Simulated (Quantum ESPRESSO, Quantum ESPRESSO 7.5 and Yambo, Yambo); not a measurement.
# A GW chain in Yambo: BAs (F-43m)

Wanted: ground state, empty states, screening and self-energy for BAs (F-43m).

Main program and level: Quantum ESPRESSO 7.5 and Yambo 5.3.0; PBE and many-body steps on it, plane waves.

**Experimental background.**

- Gap 2.02 eV: indirect gap from square root of absorption coefficient, average of three samples; transmission and reflection spectroscopy; 300 K; bulk crystal (CVT-grown platelets about 10 um thick) (“Optical properties of cubic boron arsenide”, 2019, arxiv:1911.04914).

- Gap 4.12 eV: direct gap from square of absorption coefficient, average of two samples; spectroscopic ellipsometry; 300 K; bulk crystal (CVT-grown opaque bulk crystals) (“Optical properties of cubic boron arsenide”, 2019, arxiv:1911.04914).

- Gap 1.82 eV: indirect gap from Tauc plot of optical absorption; UV-visible absorption, indirect Tauc plot; 300 K; bulk crystal (three thin as-grown single crystals with the same absorption edge) (“Photoluminescence mapping and time-domain thermo-photoluminescence for rapid imaging and measurement of thermal conductivity of boron arsenide”, 2019, arxiv:1910.07149).

### 1. Starting point

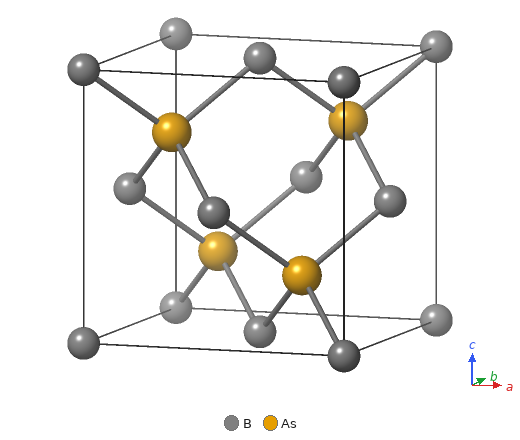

The cell as given, slightly off an axis (boron grey, arsenic orange). This picture shows the conventional cell, with its axes. Bonds to atoms that aren't drawn are left out. Some periodic images of atoms are drawn too.

The cell and positions come from the Crystallography Open Database and are kept as given unless a step says otherwise.

### 2. Ground state

This step: Quantum ESPRESSO 7.5; DFT, PBE, plane waves, norm-conserving pseudopotentials.

The ground-state density comes first.

File pw.in:

```
&control
  calculation = 'scf'
  prefix = 'x'
  outdir = 'o'
  pseudo_dir = 'pseudo'
/
&system
  ibrav = 0
  nat = 2
  ntyp = 2
  ecutwfc = 100.0
  nbnd = 18
  force_symmorphic = .true.
/
&electrons
  conv_thr = 1e-10
  electron_maxstep = 80
  mixing_beta = 0.5
/
ATOMIC_SPECIES
  B 10.81 B.upf
  As 74.922 As.upf
CELL_PARAMETERS angstrom
  -0.0000000000 2.3885000000 2.3885000000
  2.3885000000 -0.0000000000 2.3885000000
  2.3885000000 2.3885000000 -0.0000000000
ATOMIC_POSITIONS crystal
  B 0.0000000000 0.0000000000 0.0000000000
  As 0.2500000000 0.2500000000 0.2500000000
K_POINTS automatic
  8 8 8 0 0 0
```

Launch:

```
$ OMP_NUM_THREADS=1 mpirun -n 4 pw.x -nk 4 -in pw.in > pw.out
```

Log:

```text
Program PWSCF v.7.5 starts

     This program is part of the open-source Quantum ESPRESSO suite
     for quantum simulation of materials; please cite
         "P. Giannozzi et al., J. Phys.:Condens. Matter 21 395502 (2009);
         "P. Giannozzi et al., J. Phys.:Condens. Matter 29 465901 (2017);
         "P. Giannozzi et al., J. Chem. Phys. 152 154105 (2020);
     in publications or presentations arising from this work. More details at
     Message from routine setup:
     using ibrav=0 with symmetry is DISCOURAGED, use correct ibrav instead

     G-vector sticks info

     bravais-lattice index     =            0
     lattice parameter (alat)  =       6.3832  a.u.
     unit-cell volume          =     183.9087 (a.u.)^3
     number of atoms/cell      =            2
     number of atomic types    =            2
     number of electrons       =        26.00
     number of Kohn-Sham states=           18
     kinetic-energy cutoff     =     100.0000  Ry
     charge density cutoff     =     400.0000  Ry
     scf convergence threshold =      1.0E-10
     mixing beta               =       0.5000
     number of iterations used =            8  plain     mixing
     Exchange-correlation= PBE
                           (   1   4   3   4   0   0   0)

     celldm(1)=   6.383210  celldm(2)=   0.000000  celldm(3)=   0.000000
     celldm(4)=   0.000000  celldm(5)=   0.000000  celldm(6)=   0.000000

     crystal axes: (cart. coord. in units of alat)
               a(1) = (  -0.000000   0.707107   0.707107 )
               a(2) = (   0.707107  -0.000000   0.707107 )
               a(3) = (   0.707107   0.707107  -0.000000 )

     reciprocal axes: (cart. coord. in units 2 pi/alat)
               b(1) = ( -0.707107  0.707107  0.707107 )
               b(2) = (  0.707107 -0.707107  0.707107 )
               b(3) = (  0.707107  0.707107 -0.707107 )
     Pseudo is Norm-conserving + core correction, Zval =  3.0
     Generated using ONCVPSP code by D. R. Hamann
     Using radial grid of 1534 points,  4 beta functions with:
     Pseudo is Norm-conserving + core correction, Zval = 23.0
     Generated using ONCVPSP code by D. R. Hamann
     Using radial grid of 1358 points,  6 beta functions with:
     B                 3.00    10.81000     B ( 1.00)
     As               23.00    74.92200     As( 1.00)

     24 Sym. Ops. (no inversion) found

   Cartesian axes

     site n.     atom                  positions (alat units)
         1        B      tau(   1) = (   0.0000000   0.0000000   0.0000000  )
         2        As     tau(   2) = (   0.3535534   0.3535534   0.3535534  )

     number of k points=    29
                       cart. coord. in units 2pi/alat
        k(    1) = (   0.0000000   0.0000000   0.0000000), wk =   0.0039062
        k(    2) = (   0.0883883   0.0883883  -0.0883883), wk =   0.0312500
        k(    3) = (   0.1767767   0.1767767  -0.1767767), wk =   0.0312500
        k(    4) = (   0.2651650   0.2651650  -0.2651650), wk =   0.0312500
        k(    5) = (  -0.3535534  -0.3535534   0.3535534), wk =   0.0156250
        k(    6) = (   0.1767767   0.0000000   0.0000000), wk =   0.0234375
        k(    7) = (   0.2651650   0.0883883  -0.0883883), wk =   0.0937500
        k(    8) = (   0.3535534   0.1767767  -0.1767767), wk =   0.0937500
        k(    9) = (  -0.2651650  -0.4419417   0.4419417), wk =   0.0937500
        k(   10) = (  -0.1767767  -0.3535534   0.3535534), wk =   0.0937500
     [... 17 further rows ...]
        k(   28) = (  -0.7071068   0.1767767  -0.0000000), wk =   0.0468750
        k(   29) = (  -0.7071068   0.3535534   0.0000000), wk =   0.0234375

     Dense  grid:    24933 G-vectors     FFT dimensions: (  45,  45,  45)

     Initial potential from superposition of free atoms

     starting charge      25.9995, renormalised to      26.0000
     Starting wfcs are   17 randomized atomic wfcs +    1 random wfcs

     per-process dynamical memory:    28.1 Mb

     Self-consistent Calculation

     iteration #  1     ecut=   100.00 Ry     beta= 0.50

     Threshold (ethr) on eigenvalues was too large:
     Diagonalizing with lowered threshold

     total energy              =    -616.36632469 Ry
     estimated scf accuracy    <       0.15484101 Ry

     iteration #  2     ecut=   100.00 Ry     beta= 0.50

     total energy              =    -616.39434790 Ry
     estimated scf accuracy    <       0.01138268 Ry

     iteration #  3     ecut=   100.00 Ry     beta= 0.50

     total energy              =    -616.39524841 Ry
     estimated scf accuracy    <       0.00166439 Ry

     iteration #  4     ecut=   100.00 Ry     beta= 0.50

     total energy              =    -616.39531919 Ry
     estimated scf accuracy    <       0.00003906 Ry

     iteration #  5     ecut=   100.00 Ry     beta= 0.50

     total energy              =    -616.39532577 Ry
     estimated scf accuracy    <       0.00000277 Ry

     iteration #  6     ecut=   100.00 Ry     beta= 0.50

     total energy              =    -616.39532626 Ry
     estimated scf accuracy    <       0.00000018 Ry

     iteration #  7     ecut=   100.00 Ry     beta= 0.50

     total energy              =    -616.39532630 Ry
     estimated scf accuracy    <       0.00000002 Ry

     iteration #  8     ecut=   100.00 Ry     beta= 0.50

     total energy              =    -616.39532631 Ry
     estimated scf accuracy    <          2.4E-09 Ry

     iteration #  9     ecut=   100.00 Ry     beta= 0.50

     total energy              =    -616.39532631 Ry
     estimated scf accuracy    <          5.6E-10 Ry

     iteration # 10     ecut=   100.00 Ry     beta= 0.50

     End of self-consistent calculation

          k = 0.0000 0.0000 0.0000 (  3119 PWs)   bands (ev):

  -173.2771-116.6590-116.6590-116.6590 -23.6917 -23.6917 -23.6917 -23.6721
   -23.6721  -3.2329  12.1652  12.1652  12.1652  15.4540  15.4540  15.4540
    16.8509  21.7655

          k = 0.0884 0.0884-0.0884 (  3092 PWs)   bands (ev):

  -173.2771-116.6590-116.6590-116.6590 -23.6913 -23.6906 -23.6906 -23.6720
   -23.6720  -2.9769  10.2039  11.7279  11.7279  15.5689  16.0312  16.0312
    18.1294  22.7110

          k = 0.1768 0.1768-0.1768 (  3104 PWs)   bands (ev):

  -173.2771-116.6590-116.6590-116.6590 -23.6901 -23.6883 -23.6883 -23.6713
   -23.6713  -2.2319   7.2340  11.0180  11.0180  15.2404  16.8332  16.8332
    20.0766  23.4880

          k = 0.2652 0.2652-0.2652 (  3097 PWs)   bands (ev):

     [... further k-points ...]

     highest occupied, lowest unoccupied level (ev):    12.1652   13.3722

!    total energy              =    -616.39532631 Ry
     estimated scf accuracy    <          1.7E-11 Ry

     The total energy is the sum of the following terms:
     one-electron contribution =    -522.16253670 Ry
     hartree contribution      =     249.08349149 Ry
     xc contribution           =     -57.81061323 Ry
     ewald contribution        =    -285.50566787 Ry

     convergence has been achieved in  10 iterations

     XML data file, charge density, pseudopotentials, collected wavefunctions

=------------------------------------------------------------------------------=
   JOB DONE.
=------------------------------------------------------------------------------=
```

Wall time 11 s (4 MPI ranks of Arm Neoverse V1, shared host); peak memory 0.26 GiB; 43 s of CPU time.

This step gave:

```
total energy               : -8386.4857 eV
gap                        : 1.207 eV
k of the valence top       : 0, 0, 0
k of the conduction bottom : 0, 0.375, 0.375
least direct gap           : 3.289 eV
```

The gap is indirect, with the least direct gap 2.08 eV higher.

### 3. Bands along the symmetry lines

Levels along a band path, at the cheap level, show where the edges lie and whether the meshes to come will hold them.

File pw.in:

```
&control
  calculation = 'bands'
  prefix = 'x'
  outdir = 'o'
  pseudo_dir = 'pseudo'
/
&system
  ibrav = 0
  nat = 2
  ntyp = 2
  ecutwfc = 100.0
  nbnd = 19
  force_symmorphic = .true.
/
&electrons
  conv_thr = 1e-9
  electron_maxstep = 80
  diago_full_acc = .true.
  diago_thr_init = 5e-6
/
ATOMIC_SPECIES
  B 10.81 B.upf
  As 74.922 As.upf
CELL_PARAMETERS angstrom
  -0.0000000000 2.3885000000 2.3885000000
  2.3885000000 -0.0000000000 2.3885000000
  2.3885000000 2.3885000000 -0.0000000000
ATOMIC_POSITIONS crystal
  B 0.0000000000 0.0000000000 0.0000000000
  As 0.2500000000 0.2500000000 0.2500000000
K_POINTS crystal
  50
  0.00000000 0.00000000 0.00000000 1
  -0.06250000 -0.06250000 0.00000000 1
  -0.12500000 -0.12500000 0.00000000 1
  -0.18750000 -0.18750000 0.00000000 1
  -0.25000000 -0.25000000 0.00000000 1
  -0.31250000 -0.31250000 0.00000000 1
  -0.37500000 -0.37500000 0.00000000 1
  -0.43750000 -0.43750000 0.00000000 1
  -0.50000000 -0.50000000 0.00000000 1
  -0.48437500 -0.48437500 0.03125000 1
  -0.46875000 -0.46875000 0.06250000 1
  -0.45312500 -0.45312500 0.09375000 1
  -0.43750000 -0.43750000 0.12500000 1
  -0.42187500 -0.42187500 0.15625000 1
  -0.40625000 -0.40625000 0.18750000 1
  -0.39062500 -0.39062500 0.21875000 1
  -0.37500000 -0.37500000 0.25000000 1
  -0.37500000 0.00000000 0.37500000 1
  -0.32812500 0.00000000 0.32812500 1
  -0.28125000 0.00000000 0.28125000 1
  -0.23437500 0.00000000 0.23437500 1
  -0.18750000 0.00000000 0.18750000 1
  -0.14062500 0.00000000 0.14062500 1
  -0.09375000 0.00000000 0.09375000 1
  -0.04687500 0.00000000 0.04687500 1
  0.00000000 0.00000000 0.00000000 1
  0.00000000 0.00000000 0.06250000 1
  0.00000000 0.00000000 0.12500000 1
  0.00000000 0.00000000 0.18750000 1
  0.00000000 0.00000000 0.25000000 1
  0.00000000 0.00000000 0.31250000 1
  0.00000000 0.00000000 0.37500000 1
  0.00000000 0.00000000 0.43750000 1
  -0.00000000 -0.00000000 0.50000000 1
  -0.06250000 -0.03125000 0.46875000 1
  -0.12500000 -0.06250000 0.43750000 1
  -0.18750000 -0.09375000 0.40625000 1
  -0.25000000 -0.12500000 0.37500000 1
  -0.31250000 -0.15625000 0.34375000 1
  -0.37500000 -0.18750000 0.31250000 1
  -0.43750000 -0.21875000 0.28125000 1
  -0.50000000 -0.25000000 0.25000000 1
  -0.50000000 -0.28125000 0.21875000 1
  -0.50000000 -0.31250000 0.18750000 1
  -0.50000000 -0.34375000 0.15625000 1
  -0.50000000 -0.37500000 0.12500000 1
  -0.50000000 -0.40625000 0.09375000 1
  -0.50000000 -0.43750000 0.06250000 1
  -0.50000000 -0.46875000 0.03125000 1
  -0.50000000 -0.50000000 0.00000000 1
```

Log:

```text
[banner, memory and clock lines left out]
Program PWSCF v.7.5 starts

     Atomic positions and unit cell read from directory:
     o/x.save/

     Message from routine setup:
     using ibrav=0 with symmetry is DISCOURAGED, use correct ibrav instead

     G-vector sticks info

     bravais-lattice index     =            0
     lattice parameter (alat)  =       6.3832  a.u.
     unit-cell volume          =     183.9087 (a.u.)^3
     number of atoms/cell      =            2
     number of atomic types    =            2
     number of electrons       =        26.00
     number of Kohn-Sham states=           19
     kinetic-energy cutoff     =     100.0000  Ry
     charge density cutoff     =     400.0000  Ry
     Exchange-correlation= PBE
                           (   1   4   3   4   0   0   0)

     celldm(1)=   6.383210  celldm(2)=   0.000000  celldm(3)=   0.000000
     celldm(4)=   0.000000  celldm(5)=   0.000000  celldm(6)=   0.000000

     crystal axes: (cart. coord. in units of alat)
               a(1) = (  -0.000000   0.707107   0.707107 )
               a(2) = (   0.707107  -0.000000   0.707107 )
               a(3) = (   0.707107   0.707107  -0.000000 )

     reciprocal axes: (cart. coord. in units 2 pi/alat)
               b(1) = ( -0.707107  0.707107  0.707107 )
               b(2) = (  0.707107 -0.707107  0.707107 )
               b(3) = (  0.707107  0.707107 -0.707107 )
     Pseudo is Norm-conserving + core correction, Zval =  3.0
     Generated using ONCVPSP code by D. R. Hamann
     Using radial grid of 1534 points,  4 beta functions with:
     Pseudo is Norm-conserving + core correction, Zval = 23.0
     Generated using ONCVPSP code by D. R. Hamann
     Using radial grid of 1358 points,  6 beta functions with:
     B                 3.00    10.81000     B ( 1.00)
     As               23.00    74.92200     As( 1.00)

     24 Sym. Ops. (no inversion) found

   Cartesian axes

     site n.     atom                  positions (alat units)
         1        B      tau(   1) = (   0.0000000   0.0000000   0.0000000  )
         2        As     tau(   2) = (   0.3535534   0.3535534   0.3535534  )

     number of k points=    50
                       cart. coord. in units 2pi/alat
        k(    1) = (   0.0000000   0.0000000   0.0000000), wk =   0.0400000
        k(    2) = (   0.0000000   0.0000000  -0.0883883), wk =   0.0400000
        k(    3) = (   0.0000000   0.0000000  -0.1767767), wk =   0.0400000
[...]
[... 38 further rows ...]
        k(   49) = (   0.0441942  -0.0000000  -0.7071068), wk =   0.0400000
        k(   50) = (   0.0000000   0.0000000  -0.7071068), wk =   0.0400000

     Dense  grid:    24933 G-vectors     FFT dimensions: (  45,  45,  45)

     The potential is recalculated from file :
     o/x.save/charge-density

     Starting wfcs are   17 randomized atomic wfcs +    2 random wfcs

     Band Structure Calculation

     End of band structure calculation

          k = 0.0000 0.0000 0.0000 (  3119 PWs)   bands (ev):

  -173.2770-116.6589-116.6589-116.6589 -23.6917 -23.6917 -23.6917 -23.6720
   -23.6720  -3.2329  12.1652  12.1652  12.1652  15.4540  15.4540  15.4540
    16.8509  21.7656  25.3322

          k = 0.0000 0.0000-0.0884 (  3115 PWs)   bands (ev):

  -173.2770-116.6589-116.6589-116.6589 -23.6919 -23.6911 -23.6911 -23.6722
   -23.6718  -3.1471  11.7377  11.7838  11.7838  15.2182  15.9295  15.9295
    17.2349  22.1194  23.9086

          k = 0.0000 0.0000-0.1768 (  3107 PWs)   bands (ev):

  -173.2770-116.6589-116.6589-116.6589 -23.6925 -23.6894 -23.6894 -23.6728
   -23.6711  -2.8912  10.7175  11.0060  11.0060  14.7555  16.9850  16.9850
    17.8021  22.3845  23.0796

          k =-0.0000 0.0000-0.2652 (  3122 PWs)   bands (ev):

[...]
k = 0.0000 0.0000-0.3536 (  3122 PWs)   bands (ev):

[...]
k = 0.0000-0.0000-0.4419 (  3090 PWs)   bands (ev):

[...]
k =-0.0000 0.0000-0.5303 (  3090 PWs)   bands (ev):

[...]
k = 0.0000-0.0000-0.6187 (  3102 PWs)   bands (ev):

[...]
k = 0.5303-0.0000-0.5303 (  3108 PWs)   bands (ev):

[...]
k = 0.0000 0.0000 0.0000 (  3119 PWs)   bands (ev):

[...]
k = 0.1326 0.0000-0.7071 (  3126 PWs)   bands (ev):

[...]
k = 0.0884-0.0000-0.7071 (  3106 PWs)   bands (ev):

[...]
k = 0.0442-0.0000-0.7071 (  3104 PWs)   bands (ev):

  -173.2770-116.6590-116.6589-116.6589 -23.6966 -23.6779 -23.6760 -23.6758
   -23.6661   0.9521   3.6654   8.0299   8.0376  13.7217  13.7363  23.4411
    23.4928  24.9847  29.1559

          k = 0.0000 0.0000-0.7071 (  3138 PWs)   bands (ev):

  -173.2770-116.6590-116.6590-116.6590 -23.6968 -23.6780 -23.6759 -23.6759
   -23.6660   0.9463   3.6514   8.0912   8.0912  13.6158  13.6240  23.5578
    23.5578  25.0446  29.4487

     XML data file, pseudopotentials, collected wavefunctions
```

Run time: 4.3 s. Hardware: 4 MPI ranks; peak memory 0.21 GiB.

This step gave:

| Item | Value |
| --- | --- |
| gap | 1.207 eV |
| k of the valence top | 0, 0, 0 |
| k of the conduction bottom | -0.375, -0.375, 0 |
| least direct gap | 3.289 eV |

The gap is 1.207 eV, as in the run before at this level.

Electronic bands along the path, in eV, zero at the top of the highest filled band:

| point | band 10 | band 11 | band 12 | band 13 | band 14 | band 15 | band 16 | band 17 |
| --- | --- | --- | --- | --- | --- | --- | --- | --- |
| Γ | -15.40 | 0.00 | 0.00 | 0.00 | 3.29 | 3.29 | 3.29 | 4.69 |
| X | -11.22 | -8.51 | -4.07 | -4.07 | 1.45 | 1.46 | 11.39 | 11.39 |
| U | -11.26 | -8.13 | -5.94 | -3.48 | 2.06 | 5.56 | 9.24 | 9.78 |
| jump to K | -11.26 | -8.13 | -5.94 | -3.48 | 2.06 | 5.56 | 9.24 | 9.78 |
| Γ | -15.40 | 0.00 | 0.00 | 0.00 | 3.29 | 3.29 | 3.29 | 4.69 |
| L | -12.53 | -8.77 | -1.82 | -1.82 | 2.70 | 4.80 | 4.80 | 8.90 |
| W | -11.06 | -8.05 | -5.48 | -5.19 | 5.27 | 5.95 | 6.83 | 7.06 |
| X | -11.22 | -8.51 | -4.07 | -4.07 | 1.45 | 1.46 | 11.39 | 11.39 |

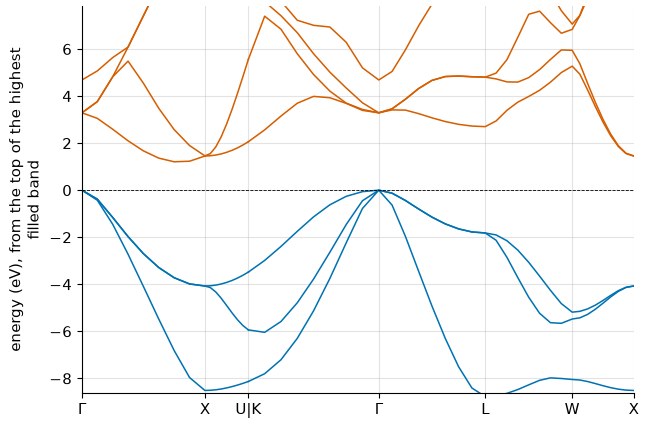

Electronic bands along the path; lines of filled and empty bands in two colours.

(Continued in part 2 of 3.)

[Paths, hosts, dates, memory and timing lines, banners, echoed tables and standing remarks are left out of the program output.]

[Logs are printed without paths, hosts, clocks, repeated set-up lines and the standing remarks that a program may print on its own settings, such as how far it seeks lower states.]

[Runs of the session that timed out or met a known fault of the program may be left out.]

[Hosts, paths, dates, database ids (printed as entryN), source tags and the programs' standing remarks are cut or masked in the printed files.]
